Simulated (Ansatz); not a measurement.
# Lattice dynamics of LaSb (model cell, started as zinc blende)

The cell of LaSb (model cell, started as zinc blende) is at rest. What are its phonons? After the zone centre comes a 4×4×4 q mesh on a 8×8×8 k mesh.

Calculated with Ansatz 0.2.0; DFT PBEsol, scalar-relativistic, plane waves, PAW.

The structure was built from a prototype and need not be the compound's stable phase.

## Step 1: The starting structure

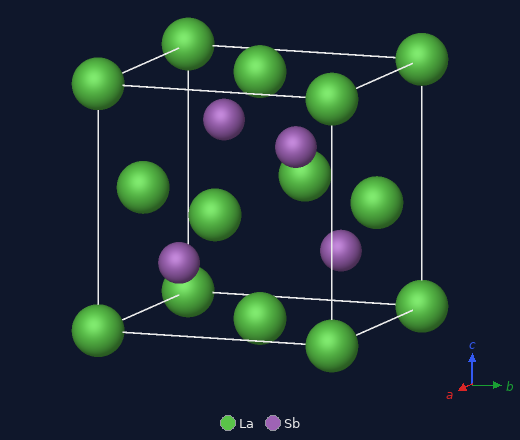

The cell as given, slightly off an axis (lanthanum green, antimony purple). This picture shows the conventional cell, with its axes. Some periodic images of atoms are drawn too.

## Step 2: Zone-centre response

The cell comes from relaxations at this level that are not shown. The zone centre comes first: it holds the modes that light can see, as far as symmetry allows. The response to a homogeneous field gives the Born charges and the dielectric tensor, and its change with displacement the Raman tensors.

File input.yaml:

```yaml
crystal:
  lattice:
    - [0.0, 3.5898357277, 3.5898357277]
    - [3.5898357277, 0.0, 3.5898357277]
    - [3.5898357277, 3.5898357277, 0.0]
  atoms:
    - { symbol: La, position: [0.0, 0.0, 0.0] }
    - { symbol: Sb, position: [0.25, 0.25, 0.25] }
kpoints:
  mp_grid: { grid: [8, 8, 8] }
hamiltonian:
  xc: pbesol
scf:
  occupations: { method: fixed }
output:
  eigenvalues: true
phonons:
  method: dfpt
  dielectric: true
  rigid_motions: translations
  raman: true
```

On the command line:

```
$ ansatz run input.yaml --threads 4 --pin off --max-ram 7168MiB --backend cpu --events-out ev --progress --plain --runs-dir out
```

Numbers of over 12 decimals in the logs are rounded to 6 here.

Output:

```text
Engine: ansatz 0.2.0, aarch64-unknown-linux-gnu
Pseudopotentials: kind: paw
Pseudopotential: La, paw, valence charge 11, recommended cutoff 420 eV (normal), La.paw.azcp
Pseudopotential: Sb, paw, valence charge 15, recommended cutoff 420 eV (normal), Sb.paw.azcp
Functional definition: PBEsol
  exchange = pbesol_x
  correlation = pbesol_c
Crystal: 2 atoms, lattice volume = 92.524 Å³
Basis set: ecut = 420 eV, 1807 PW (Γ), exchange–correlation on 72×72×72 points (8 copies of the dense FFT grid, shifted against one another)
Bands: 17, of which v1, the nominal top of the filled ones, is band 13 counted from 1 (12 counted from 0)
Symmetry: 24 space group operations
k-points: 95 of 512 (irreducible under 4 space group operations, time reversal used)
Non-local potential: La, projectors of the file, l = 0: 3, l = 1: 2, l = 2: 2, l = 3: 3
Non-local potential: Sb, projectors of the file, l = 0: 2, l = 1: 2, l = 2: 2, l = 3: 2
PAW form: soft (Blöchl's): semilocal exchange-correlation on the pseudo side does not see the compensation charge
PAW frozen core: La, regenerated for the run's functional, and the local potential with it (the file was generated under x = pbe(κ = 0.804, μ = 0.219515), c = pbe(β = 0.066725))
PAW frozen core: Sb, regenerated for the run's functional, and the local potential with it (the file was generated under x = pbe(κ = 0.804, μ = 0.219515), c = pbe(β = 0.066725))
PAW one-centre angular grid: La, 590 points (default); XC on 64 Gauss nodes
PAW one-centre angular grid: Sb, 590 points (default); XC on 64 Gauss nodes
Initial density: superposition of atomic densities (neutral atoms: chi_scale 0, normalization atom), corrected by the library's trained network
Initial wavefunctions: pseudopotential atomic-orbital guess
Functional: x = pbesol(κ = 0.804, μ = 0.123457), c = pbesol(β = 0.046)
SCF iter   1: F=—  HF=-12570.600912 eV  |F-HF|=—  |Δ(HF+E_count)|=         —  Δρ=2.94e-3  dr2=1.19e-2  ethr=1.77e-3  ⟨swp⟩=4.1  Hψ=6515  notcnv=0  defer=70
preconditioner: auto → none  [insulator: Δε(μ)=1.171 eV  Ē_g=4.536 eV  n_scr=14 (ndim 8)  ℏωp=10.9 eV  f_vac=0.067  ε∞_Penn≈6.8]
SCF iter   2: F=—  HF=-12570.596548 eV  |F-HF|=—  |Δ(HF+E_count)|=   4.36e-3  Δρ=1.21e-3  dr2=8.46e-4  ethr=4.57e-5  ⟨swp⟩=3.1  Hψ=3879  notcnv=0  defer=181
SCF iter   3: F=—  HF=-12570.596978 eV  |F-HF|=—  |Δ(HF+E_count)|=   4.30e-4  Δρ=4.24e-4  dr2=1.43e-4  ethr=3.25e-6  ⟨swp⟩=3.0  Hψ=2770  notcnv=0  defer=182
SCF iter   4: F=—  HF=-12570.597060 eV  |F-HF|=—  |Δ(HF+E_count)|=   8.26e-5  Δρ=2.09e-4  dr2=8.06e-5  ethr=5.51e-7  ⟨swp⟩=3.6  Hψ=3516  notcnv=0  defer=182
SCF iter   5: F=—  HF=-12570.597048 eV  |F-HF|=—  |Δ(HF+E_count)|=   1.23e-5  Δρ=2.21e-5  dr2=3.76e-7  ethr=3.10e-7  ⟨swp⟩=2.9  Hψ=2979  notcnv=0  defer=182
SCF iter   6: F=—  HF=-12570.597047 eV  |F-HF|=—  |Δ(HF+E_count)|=   1.57e-6  Δρ=5.20e-6  dr2=3.90e-8  ethr=1.45e-9  ⟨swp⟩=2.0  Hψ=2773  notcnv=0  defer=3
SCF iter   7: F=—  HF=-12570.597047 eV  |F-HF|=—  |Δ(HF+E_count)|=   6.76e-9  Δρ=1.35e-6  dr2=7.13e-10  ethr=1.50e-10  ⟨swp⟩=2.4  Hψ=2618  notcnv=0  defer=3
SCF iter   8: F=-12570.597047 eV  HF=-12570.597047 eV  |F-HF|=6.18e-11  |Δ(HF+E_count)|=  5.57e-10  Δρ=3.16e-7  dr2=9.49e-11  ethr=1.00e-12  ⟨swp⟩=10.8  Hψ=11063  notcnv=0
SCF 1 converged in 8 iterations: F = -12570.597047 eV  dr2 = 9.49e-11
  greatest PAW one-centre occupation: 0.996 electrons in one spin orbital (limit 2), on the Sb atom at site 1 (counted from 0), in its partial waves of l = 2
DFPT response loops at Γ: preconditioner auto → none (the input reference at scf.mixing.eps_inf says where Resta's filter doesn't serve); β = 0.50; Broyden in place of MSR1
── the response to a field inside a basis, on 8×8×8 k-points: an SCF that follows is theirs, and a resumed run solves both again ──
Bands: 14, of which v1, the nominal top of the filled ones, is band 13 counted from 1 (12 counted from 0)
k-points: 60
Initial density: handed on by an earlier stage of this run
Initial wavefunctions: pseudopotential atomic-orbital guess (no wavefunctions were taken with the density)
Eigensolver: Dense (60 Hₖ)
SCF iter   1: F=—  HF=-12570.594739 eV  |F-HF|=—  |Δ(HF+E_count)|=         —  Δρ=6.57e-5  dr2=7.22e-7  ethr=1.00e-1
preconditioner: auto → none  [insulator: Δε(μ)=1.243 eV  Ē_g=4.130 eV  n_scr=14 (ndim 8)  ℏωp=10.9 eV  f_vac=0.053  ε∞_Penn≈8.0]
SCF iter   2: F=—  HF=-12570.594741 eV  |F-HF|=—  |Δ(HF+E_count)|=   1.36e-6  Δρ=3.17e-5  dr2=1.74e-7  ethr=2.78e-9
SCF iter   3: F=—  HF=-12570.594741 eV  |F-HF|=—  |Δ(HF+E_count)|=   5.21e-7  Δρ=6.96e-6  dr2=8.02e-8  ethr=6.70e-10
SCF iter   4: F=—  HF=-12570.594741 eV  |F-HF|=—  |Δ(HF+E_count)|=   1.50e-8  Δρ=1.15e-6  dr2=7.94e-10  ethr=3.08e-10
SCF iter   5: F=-12570.594741 eV  HF=-12570.594741 eV  |F-HF|=2.91e-11  |Δ(HF+E_count)|=  4.84e-10  Δρ=2.52e-7  dr2=3.22e-11  ethr=3.06e-12
SCF 1 converged in 5 iterations: F = -12570.594741 eV  dr2 = 3.22e-11
DFPT response loops at Γ: mixed as the last ones told, above
DFPT response loops at Γ: mixed as the last ones told, above
SCF converged after 8 iterations
Free energy (F): -12570.597047 eV
Harris-Foulkes:  -12570.597047 eV  (|F-HF|=6.18e-11)
Internal energy: -12570.597047 eV  (E = F + TS)
E sigma→0 (E₀):  -12570.597047 eV
Fermi energy:    5.675743 eV
--- Per-component energies (eV) ---
  E_band       = -303.402864
  E_kinetic    = 399.255973
  E_local      = -2583.257428  (includes V_loc(G=0)·N_el)
  E_nonlocal   = 462.668493
  E_hartree    = 1111.327016
  E_xc         = -274.709010
  E_vxc        = -242.388441  (∫ρ·V_xc dr)
  E_paw        = -9830.187077  (= ΣΔE_a)
  E_vpaw       = -562.335619  (= ΣTr[D̂ρ^β])
  E_aug_tail   = -0.000002  (compensation charges beyond the density's cutoff)
  E_ewald      = -1856.196378
  E_core_change = 0.501366  (= ΣΔE_core)
  E_smearing   = -0.000000  (= −TS)
  E_closure    = -0.000000  (closes the sum)
  Σ components = -12570.597047   (vs F -12570.597047, Δ=0.00e0)
--- Band table (eV; the first three rows and the last of 95) ---
  k-point 0: bands = [... 9 lower, -2.2571, 4.6777, 4.6777, 4.6777, 7.2223, 7.8750, 7.8750, 7.8750]
  k-point 1: bands = [... 9 lower, -2.1844, 4.5342, 4.7326, 4.7326, 7.4110, 7.8425, 7.8425, 7.8671]
  k-point 2: bands = [... 9 lower, -2.0111, 4.3486, 4.8570, 4.8570, 7.6254, 7.7755, 7.7755, 7.8516]
  k-point 94: bands = [... 9 lower, -1.6045, 4.5697, 4.6653, 5.6757, 6.8835, 7.7531, 7.8099, 7.8655]
--- Phonons (Γ-DFPT): 2 representative perturbations + reference, on 95 of 512 k-points (Σ response iterations 6) ---
  k mesh reduced under 4 symmetry operations, with k and −k counted as one. Each operation leaves every solved perturbation unchanged. A smaller set is not considered because the run solves the response to a homogeneous field
  ASR residual: 2.294e-4 → 0.000e0 eV/Å²; symmetrization residual: 5.844e-5 eV/Å²
  ASR residual per site (eV/Å²): 1.81e-4 2.29e-4
  Γ frequencies (cm⁻¹): 0.00 0.00 0.00 138.76 138.76 138.76
  ε∞ (high-frequency dielectric tensor):
        8.680384    -0.000000     0.000000
       -0.000000     8.680384    -0.000000
        0.000000    -0.000000     8.680384
  ε⁰ (static dielectric tensor: ions relaxed, cell fixed):
       12.617853     0.000000    -0.000000
        0.000000    12.617853    -0.000000
       -0.000000    -0.000000    12.617853
  ε⁰ − ε∞ (ionic part):
        3.937469     0.000000    -0.000000
        0.000000     3.937469    -0.000000
       -0.000000    -0.000000     3.937469
  softest optical mode at Γ: 138.76 cm⁻¹; the repairs (sum rule, projections) moved no ω² at Γ by more than (1.14 cm⁻¹)²
  Born effective charges Z* (e; rows j = field, columns β = displacement):
    site 0:
         3.04132    0.00000   -0.00000
        -0.00000    3.04132    0.00000
         0.00000    0.00000    3.04132
    site 1:
        -3.04132   -0.00000    0.00000
         0.00000   -3.04132   -0.00000
        -0.00000   -0.00000   -3.04132
  Z* charge neutrality: 2.414e-4 e pre-enforcement
  solved inside a basis spanned on kpoints, on 8×8×8 k-points transformed towards the longest dipole: ε∞ is read to err by 2.5e-2, Z* by 1.6e-2 e (field_mesh: kpoints solves on kpoints); Z* is corrected for what the basis lacks
  Raman tensors (in the event stream and the table raman_tensors.tsv): an entry may err by 1.1e-1 Å², one of the second-order susceptibility by 2.1e0 pm/V (basis, points and sum rule); their sum over the sites missed zero by 3.325e-5 Å² ahead of its enforcement
  optical modes at Γ without the LO–TO term, one row a degenerate level:
      ω (cm⁻¹)  modes    IR ((D/Å)²/amu)  static Raman (Å⁴/amu)  depolarisation
        138.76      3             9.8666               217.7641           0.750
  optical modes at Γ + LO–TO along q̂ = [1.0000, 0.0000, 0.0000]:
      ω (cm⁻¹)  modes    IR ((D/Å)²/amu)  static Raman (Å⁴/amu)  depolarisation
        138.76      2             6.5777               145.1761           0.750
        167.30      1             3.2889                54.1564           0.750
  optical modes at Γ + LO–TO along q̂ = [0.0000, 1.0000, 0.0000]:
      ω (cm⁻¹)  modes    IR ((D/Å)²/amu)  static Raman (Å⁴/amu)  depolarisation
        138.76      2             6.5777               145.1761           0.750
        167.30      1             3.2889                54.1564           0.750
  optical modes at Γ + LO–TO along q̂ = [0.0000, 0.0000, 1.0000]:
      ω (cm⁻¹)  modes    IR ((D/Å)²/amu)  static Raman (Å⁴/amu)  depolarisation
        138.76      2             6.5777               145.1761           0.750
        167.30      1             3.2889                54.1564           0.750
```

The job ended after 2.2 min (4 threads of Arm Neoverse V1, shared host; peak memory 1.2 GiB; 8.5 min of CPU time).

The column dr2 measures how far the density is from self-consistency, as an energy; F and HF (Harris–Foulkes) agree once it is small.

This step gave:

- gap on the k-mesh: 1.208 eV
- volume per atom: 46.26 Å³
- sum-rule residual before enforcement: 2.29e-4 eV/Å²
- miss of the charge sum rule: 2.41e-4 e
- estimated error of the dielectric tensor: 0.02488
- estimated error of the Born charges: 0.01575 e
- point group: -43m
- highest optical mode at the zone centre (no LO-TO term): 138.8 cm⁻¹
- lowest optical zone-centre mode: 138.8 cm⁻¹
- mean high-frequency dielectric constant: 8.680
- largest Born charge (third of the trace): 3.041 e
- mean static dielectric constant: 12.62
- top of the zone-centre spectrum with the field: 167.3 cm⁻¹

Without the LO-TO term. Patterns of degenerate modes are one choice out of their space. The modes at Γ (shares of kinetic energy by element, %):

| mode | frequency (cm⁻¹) | symmetry | La % | Sb % |
| --- | --- | --- | --- | --- |
| 1 | 0.0 | acoustic | 53 | 47 |
| 2 | 0.0 | acoustic | 53 | 47 |
| 3 | 0.0 | acoustic | 53 | 47 |
| 4 | 138.8 | T2 | 47 | 53 |
| 5 | 138.8 | T2 | 47 | 53 |
| 6 | 138.8 | T2 | 47 | 53 |

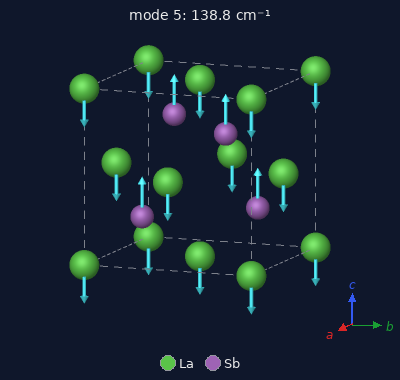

Displacement patterns of mode 5 at Γ; arrows are exaggerated. Some periodic images of atoms are drawn too.

Optical modes at the zone centre, without and with the macroscopic field of the longitudinal modes; each column is sorted by frequency, so a row need not hold one and the same mode. Modes with and without the field, by row:

```
rank among optical modes  no field (cm⁻¹)  q along (1, 0, 0) (cm⁻¹)
                       1            138.8                     138.8
                       2            138.8                     138.8
                       3            138.8                     167.3
```

Born charge (rows field, columns displacement) (e), principal values of the symmetric part by kind of site:

| atom | atoms with these values | low | middle | high | mean |
| --- | --- | --- | --- | --- | --- |
| La1 | 1 | 3.04 | 3.04 | 3.04 | 3.04 |
| Sb2 | 1 | -3.04 | -3.04 | -3.04 | -3.04 |

In full for Sb2:

```
-3.04  0.00  0.00
 0.00 -3.04  0.00
 0.00  0.00 -3.04
```

High-frequency dielectric tensor:

```
8.68 0.00 0.00
0.00 8.68 0.00
0.00 0.00 8.68
```

Static dielectric tensor (ions relaxed, fixed cell):

```
12.62  0.00  0.00
 0.00 12.62  0.00
 0.00  0.00 12.62
```

Transverse modes. Lines of the infrared spectrum (strongest = 100):

| position (cm⁻¹) | label | relative intensity |
| --- | --- | --- |
| 139 | T2 | 100 |

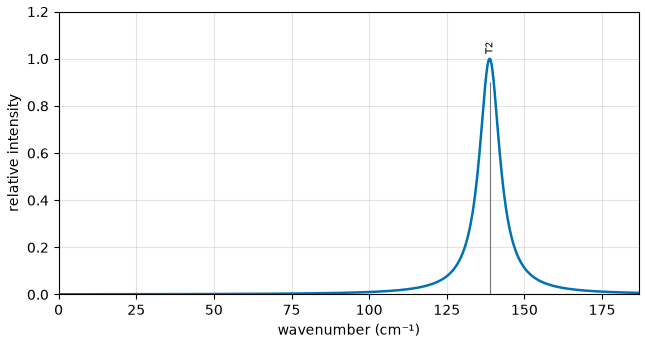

The infrared spectrum, broadened with Lorentzians of width 8 cm⁻¹; bars mark the lines.

Activity x (w_L - w)^4 (n + 1)/w, 532 nm, 300 K; the tensors are static ones, while 532 nm light lies above the computed direct gap, where resonance would change the heights; modes without the macroscopic field alone. Raman lines, with heights relative to the strongest:

```csv
position (cm⁻¹),label,relative intensity
139,T2,100
```

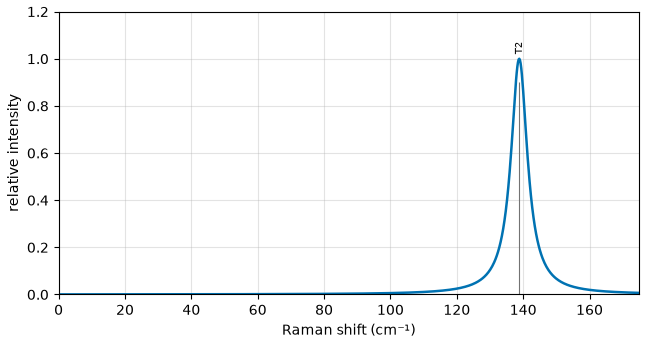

The Raman spectrum, broadened with Lorentzians of width 6 cm⁻¹; bars mark the lines.

Static second-order susceptibility (pm/V), twice the coefficient d of second-harmonic generation. Second order susceptibility, by row:

```csv
field along,xx,yy,zz,yz,xz,xy
x,0,0,0,276.6,0,0
y,0,0,0,0,276.6,0
z,0,0,0,0,0,276.6
```

Before it was imposed, the acoustic sum rule was missed by 2.3e-4 eV/Å² and the charge sum rule by 2.4e-4 e. Small misses are needed for a sound result but don't prove that mesh and cutoff are converged. The lowest optical mode is real, 139 cm⁻¹.

(Part 1 of 2 ends here.)

[Logs are printed without paths, hosts, clocks, repeated set-up lines and the standing remarks that a program may print on its own settings, such as how far it seeks lower states.]

[Hosts, paths, dates, database ids (printed as entryN), source tags and the programs' standing remarks are cut or masked in the printed files.]
